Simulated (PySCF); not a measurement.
**SiH2 (SMILES [H][Si][H]): BCCD(T)/SBKJC (core potential)**

What is the energy change on altering one bond length of SiH2 at BCCD(T)/SBKJC (core potential)? The job is set up through a Python script.

The results are computed with PySCF 2.14.0.

9 further runs of the same task are left out: 9 set aside as unsound or not needed.

**1. Starting point**

SiH2: 3 atoms, total charge 0, spin state singlet. SMILES: `[H][Si][H]`. The coordinates come from a GFN2-xTB relaxation.

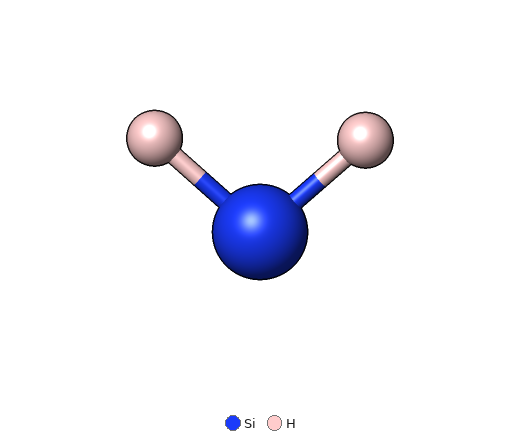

The structure, seen from a chosen angle (silicon blue, hydrogen pink).

**2. The energy at BCCD(T)/SBKJC (core potential)**

Input file start.xyz:

```xyz
3

Si     0.005220    -0.008160    -0.655700
H      1.110230    -0.020010     0.337410
H     -1.115450     0.028170     0.318290
```

Input file run.py:

```python
# SiH2
from pyscf import gto, cc
from pyscf.cc.bccd import bccd_kernel_

molecule = gto.M(
    atom='start.xyz',
    spin=0,
    verbose=3,
    basis='sbkjc',
    max_memory=1860,
    ecp={'Si': 'sbkjc'},
)

calc0 = molecule.RHF()
calc0.conv_tol = 1e-10
calc0.kernel()
if not calc0.converged:
    calc0 = calc0.newton().run(calc0.mo_coeff, calc0.mo_occ)

mycc = cc.CCSD(calc0).run()
mycc = bccd_kernel_(mycc, diis=True)
e_t = mycc.ccsd_t()
etot = mycc.e_tot + e_t
print('E(%s) = %.9f' % ('BCCD(T)', etot))
```

Launch:

```sh
$ OMP_NUM_THREADS=1 python run.py
```

Output:

```text
converged SCF energy = -4.79532799448835
E(CCSD) = -4.852561405625751  E_corr = -0.0572334111374034
BCCD loop starts.

******** <class 'pyscf.cc.ccsd.CCSD'> ********
CC2 = 0
CCSD nocc = 3, nmo = 12
max_cycle = 50
direct = 0
conv_tol = 1e-07
conv_tol_normt = 1e-05
diis_space = 6
diis_start_cycle = 0
diis_start_energy_diff = 1e+09
Init E_corr(CCSD) = -0.0572209590725842
cycle = 1  E_corr(CCSD) = -0.0583168018599276  dE = -0.00109584279  norm(t1,t2) = 0.0178069
cycle = 2  E_corr(CCSD) = -0.0581975546177978  dE = 0.000119247242  norm(t1,t2) = 0.00424292
cycle = 3  E_corr(CCSD) = -0.058053541850018  dE = 0.000144012768  norm(t1,t2) = 0.00180636
cycle = 4  E_corr(CCSD) = -0.0580011244435334  dE = 5.24174065e-05  norm(t1,t2) = 0.000400034
cycle = 5  E_corr(CCSD) = -0.0579967666385665  dE = 4.35780497e-06  norm(t1,t2) = 7.84364e-05
cycle = 6  E_corr(CCSD) = -0.0579966938555774  dE = 7.27829891e-08  norm(t1,t2) = 1.94698e-05
cycle = 7  E_corr(CCSD) = -0.0579966287743411  dE = 6.50812362e-08  norm(t1,t2) = 4.19582e-06
CCSD converged
E(CCSD) = -4.852577092071532  E_corr = -0.05799662877434115
BCC iter:    0  E:      -4.852577092072  dE:   -1.569e-05  |t1|:    3.097e-04

******** <class 'pyscf.cc.ccsd.CCSD'> ********
CC2 = 0
CCSD nocc = 3, nmo = 12
max_cycle = 50
direct = 0
conv_tol = 1e-07
conv_tol_normt = 1e-05
diis_space = 6
diis_start_cycle = 0
diis_start_energy_diff = 1e+09
Init E_corr(CCSD) = -0.0579963850982376
cycle = 1  E_corr(CCSD) = -0.0579957378823107  dE = 6.47215927e-07  norm(t1,t2) = 0.0002567
cycle = 2  E_corr(CCSD) = -0.0579959163182601  dE = -1.78435949e-07  norm(t1,t2) = 5.01223e-05
cycle = 3  E_corr(CCSD) = -0.0579962066711253  dE = -2.90352865e-07  norm(t1,t2) = 1.65895e-05
cycle = 4  E_corr(CCSD) = -0.0579961612042536  dE = 4.54668717e-08  norm(t1,t2) = 2.77047e-06
CCSD converged
E(CCSD) = -4.85257747741935  E_corr = -0.0579961612042536
BCC iter:    1  E:      -4.852577477419  dE:   -3.853e-07  |t1|:    1.835e-05

******** <class 'pyscf.cc.ccsd.CCSD'> ********
CC2 = 0
CCSD nocc = 3, nmo = 12
max_cycle = 50
direct = 0
conv_tol = 1e-07
conv_tol_normt = 1e-05
diis_space = 6
diis_start_cycle = 0
diis_start_energy_diff = 1e+09
Init E_corr(CCSD) = -0.0579964237505119
cycle = 1  E_corr(CCSD) = -0.0579968461126171  dE = -4.22362105e-07  norm(t1,t2) = 1.57662e-05
cycle = 2  E_corr(CCSD) = -0.057996723910111  dE = 1.22202506e-07  norm(t1,t2) = 2.91132e-06
cycle = 3  E_corr(CCSD) = -0.0579966547920839  dE = 6.91180272e-08  norm(t1,t2) = 9.3608e-07
CCSD converged
E(CCSD) = -4.852577416185411  E_corr = -0.05799665479208385
BCC iter:    2  E:      -4.852577416185  dE:    6.123e-08  |t1|:    1.286e-06
CCSD(T) correction = -0.000415046273768365
E(BCCD(T)) = -4.852992462
```

Run time: 0.66 s. Hardware: 1 thread of Arm Neoverse V2, shared host; peak memory 0.13 GiB.

**3. The distorted shape, same level**

Input file calc.py:

```python
from pyscf import gto, cc
from pyscf.cc.bccd import bccd_kernel_

molecule = gto.M(
    atom='''
Si   0.565533  -0.026324  -1.142676
H    1.670543  -0.038174  -0.149566
H   -1.115450   0.028170   0.318290
''',
    ecp={'Si': 'sbkjc'},
    max_memory=1860,
    charge=0,
    spin=0,
    basis='sbkjc',
    verbose=3,
)

mf = molecule.RHF()
mf.conv_tol = 1e-10
mf.kernel()
if not mf.converged:
    mf = mf.newton().run(mf.mo_coeff, mf.mo_occ)

mycc = cc.CCSD(mf).run()
mycc = bccd_kernel_(mycc, diis=True)
e_t = mycc.ccsd_t()
e_final = mycc.e_tot + e_t
print('E = %.10f Eh' % e_final)
```

Launch:

```sh
$ OMP_NUM_THREADS=1 python calc.py
```

Output:

```text
converged SCF energy = -4.73920270689249
E(CCSD) = -4.815996859192897  E_corr = -0.07679415230040716
BCCD loop starts.

******** <class 'pyscf.cc.ccsd.CCSD'> ********
CC2 = 0
CCSD nocc = 3, nmo = 12
max_cycle = 50
direct = 0
conv_tol = 1e-07
conv_tol_normt = 1e-05
diis_space = 6
diis_start_cycle = 0
diis_start_energy_diff = 1e+09
Init E_corr(CCSD) = -0.0766210410777956
cycle = 1  E_corr(CCSD) = -0.0802970507151018  dE = -0.00367600964  norm(t1,t2) = 0.0399206
cycle = 2  E_corr(CCSD) = -0.0800277357143335  dE = 0.000269315001  norm(t1,t2) = 0.00844241
cycle = 3  E_corr(CCSD) = -0.0796253598155687  dE = 0.000402375899  norm(t1,t2) = 0.00412271
cycle = 4  E_corr(CCSD) = -0.0794058840782421  dE = 0.000219475737  norm(t1,t2) = 0.00150375
cycle = 5  E_corr(CCSD) = -0.0793837855147107  dE = 2.20985635e-05  norm(t1,t2) = 0.000434214
cycle = 6  E_corr(CCSD) = -0.0793883200606872  dE = -4.53454598e-06  norm(t1,t2) = 0.000167592
cycle = 7  E_corr(CCSD) = -0.0793909902379441  dE = -2.67017726e-06  norm(t1,t2) = 4.24366e-05
cycle = 8  E_corr(CCSD) = -0.0793917576420389  dE = -7.67404095e-07  norm(t1,t2) = 1.1894e-05
cycle = 9  E_corr(CCSD) = -0.0793918409333982  dE = -8.32913593e-08  norm(t1,t2) = 3.73026e-06
CCSD converged
E(CCSD) = -4.816001342943147  E_corr = -0.07939184093339823
BCC iter:    0  E:      -4.816001342943  dE:   -4.484e-06  |t1|:    5.554e-03

******** <class 'pyscf.cc.ccsd.CCSD'> ********
CC2 = 0
CCSD nocc = 3, nmo = 12
max_cycle = 50
direct = 0
conv_tol = 1e-07
conv_tol_normt = 1e-05
diis_space = 6
diis_start_cycle = 0
diis_start_energy_diff = 1e+09
Init E_corr(CCSD) = -0.0793209279065543
cycle = 1  E_corr(CCSD) = -0.0792715521131352  dE = 4.93757934e-05  norm(t1,t2) = 0.00575373
cycle = 2  E_corr(CCSD) = -0.0792511190631677  dE = 2.043305e-05  norm(t1,t2) = 0.00072912
cycle = 3  E_corr(CCSD) = -0.0792620434577076  dE = -1.09243945e-05  norm(t1,t2) = 0.000324943
cycle = 4  E_corr(CCSD) = -0.0792676490687231  dE = -5.60561102e-06  norm(t1,t2) = 7.55459e-05
cycle = 5  E_corr(CCSD) = -0.0792725488125795  dE = -4.89974386e-06  norm(t1,t2) = 2.87374e-05
cycle = 6  E_corr(CCSD) = -0.0792730372060711  dE = -4.88393492e-07  norm(t1,t2) = 4.44337e-06
cycle = 7  E_corr(CCSD) = -0.0792731021995231  dE = -6.4993452e-08  norm(t1,t2) = 1.36532e-06
CCSD converged
E(CCSD) = -4.816008486832245  E_corr = -0.07927310219952309
BCC iter:    1  E:      -4.816008486832  dE:   -7.144e-06  |t1|:    1.123e-03

******** <class 'pyscf.cc.ccsd.CCSD'> ********
CC2 = 0
CCSD nocc = 3, nmo = 12
max_cycle = 50
direct = 0
conv_tol = 1e-07
conv_tol_normt = 1e-05
diis_space = 6
diis_start_cycle = 0
diis_start_energy_diff = 1e+09
Init E_corr(CCSD) = -0.0792791840499958
cycle = 1  E_corr(CCSD) = -0.079289717502126  dE = -1.05334521e-05  norm(t1,t2) = 0.000979182
cycle = 2  E_corr(CCSD) = -0.0792932440999474  dE = -3.52659782e-06  norm(t1,t2) = 0.000122556
cycle = 3  E_corr(CCSD) = -0.0792916045296653  dE = 1.63957028e-06  norm(t1,t2) = 5.54929e-05
cycle = 4  E_corr(CCSD) = -0.0792906592612791  dE = 9.45268386e-07  norm(t1,t2) = 1.25435e-05
cycle = 5  E_corr(CCSD) = -0.0792897717516102  dE = 8.87509669e-07  norm(t1,t2) = 5.04504e-06
cycle = 6  E_corr(CCSD) = -0.0792896926647941  dE = 7.90868161e-08  norm(t1,t2) = 7.78491e-07
CCSD converged
E(CCSD) = -4.816007628914525  E_corr = -0.07928969266479406
BCC iter:    2  E:      -4.816007628915  dE:    8.579e-07  |t1|:    1.485e-05

******** <class 'pyscf.cc.ccsd.CCSD'> ********
CC2 = 0
CCSD nocc = 3, nmo = 12
max_cycle = 50
direct = 0
conv_tol = 1e-07
conv_tol_normt = 1e-05
diis_space = 6
diis_start_cycle = 0
diis_start_energy_diff = 1e+09
Init E_corr(CCSD) = -0.0792899296682245
cycle = 1  E_corr(CCSD) = -0.0792902684427743  dE = -3.3877455e-07  norm(t1,t2) = 1.25786e-05
cycle = 2  E_corr(CCSD) = -0.0792901832765837  dE = 8.51661906e-08  norm(t1,t2) = 1.98532e-06
CCSD converged
E(CCSD) = -4.816007657633935  E_corr = -0.0792901832765837
BCC iter:    3  E:      -4.816007657634  dE:   -2.872e-08  |t1|:    1.269e-06
CCSD(T) correction = -0.000665793061523553
E = -4.8166734507 Eh
```

Run time: 0.74 s. Hardware: 1 thread of Arm Neoverse V2, shared host; peak memory 0.13 GiB.

**4. Summary of results**

Level: BCCD(T)/SBKJC (core potential).

```
                                                          quantity        value
                                         first shape: total energy  -4.85299 Eh
                                   first shape: correlation energy    -57.7 mEh
                                       first shape: (T) correction    -0.42 mEh
                                     distorted shape: total energy  -4.81667 Eh
                               distorted shape: correlation energy    -77.5 mEh
                                   distorted shape: (T) correction    -0.67 mEh
energy change with the Si1–H3 bond stretched from 1.485 to 2.228 Å     0.988 eV
```

In words: With the Si1–H3 bond stretched from 1.485 to 2.228 Å the energy rises by 0.99 eV (22.8 kcal/mol). The first shape isn't relaxed at this level, so the change isn't measured from a minimum. A restricted reference can't describe the breaking bond well at this length. The triples (first shape) make up 0.7 % of the correlation energy. The triples (distorted shape) make up 0.9 % of the correlation energy.
